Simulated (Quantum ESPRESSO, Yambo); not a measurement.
A convergence test on PbO (Massicot).

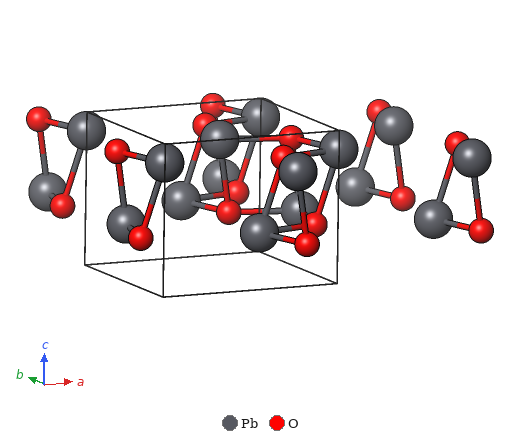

The structure (lead dark grey, oxygen red). 2×2×1 cells are drawn.

```xyz
8
Lattice="5.8931 0.0000 0.0000 0.0000 5.4904 0.0000 0.0000 0.0000 4.7528" Properties=species:S:1:pos:R:3 pbc="T T T"
Pb    1.3536    5.4267    1.1882
Pb    4.5395    0.0637    3.5646
Pb    1.3536    2.8089    3.5646
Pb    4.5395    2.6815    1.1882
O     5.0993    0.5035    1.1882
O     0.7938    4.9869    3.5646
O     5.0993    2.2417    3.5646
O     0.7938    3.2487    1.1882
```

The cell and positions come from the Crystallography Open Database and are kept as given unless a step says otherwise. Spin-orbit coupling is left out unless a run names it.

Program: Yambo 5.3.0; PBEsol start, 2×2×4 mesh, Godby-Needs plasmon pole.

```csv
bands,screening cutoff (eV),gap on the mesh (eV)
131,88.4,2.930
354,88.4,2.890
131,149.7,2.918
```

Q: If the two steps added up, what gap would 354 bands at 149.7 eV give? Do they add up?

From the first row, the second adds −0.040 eV and the third −0.012 eV, so the sum predicts 2.930 −0.040 −0.012 = 2.878 eV. The run gave 2.942 eV, +0.064 eV from that. They don't add up: at the higher cutoff the same bands are worth +0.024 eV.

Limits: not at the basis limit; no spin-orbit coupling; coarse k mesh.

[Paths, hosts, dates, memory and timing lines, banners, echoed tables and standing remarks are left out of the program output.]

[Logs are printed without paths, hosts, clocks, repeated set-up lines and the standing remarks that a program may print on its own settings, such as how far it seeks lower states.]

[Runs of the session that timed out or met a known fault of the program may be left out.]

[Hosts, paths, dates, database ids (printed as entryN), source tags and the programs' standing remarks are cut or masked in the printed files.]
